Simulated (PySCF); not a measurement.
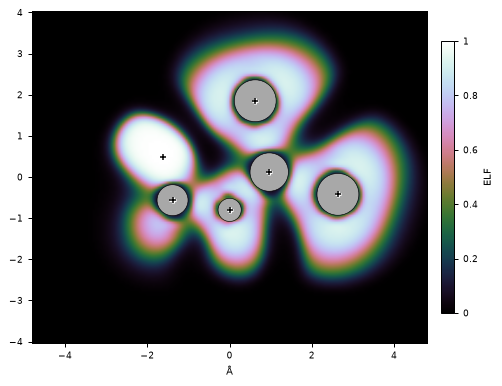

The electron localisation function on a plane through atoms (crosses mark nuclei in the plane; grey discs cover the cores).

Computed with PBE0/pcSseg-1, SCF density, gas phase, non-relativistic in PySCF 2.14.0.

Candidates:
A. CH$_{3}$BCl$_{2}$O (SMILES COB(Cl)Cl)
B. C$_{6}$H$_{11}$ClOSi
C. C$_{6}$H$_{10}$FNSi (SMILES N#CC/C=C\C[SiH2]CF)

### Which candidate gave the map?

Candidate A: CH$_{3}$BCl$_{2}$O on the plane of atoms B1, O4 and C5, which holds B, Cl, O, C and H. B–O (1.33 Å): the ELF peaks at about 0.90 between the atoms, as expected for a polar covalent bond. C–O (1.41 Å): the ELF peaks at about 0.90 between the atoms: a shared but strongly polarised pair.
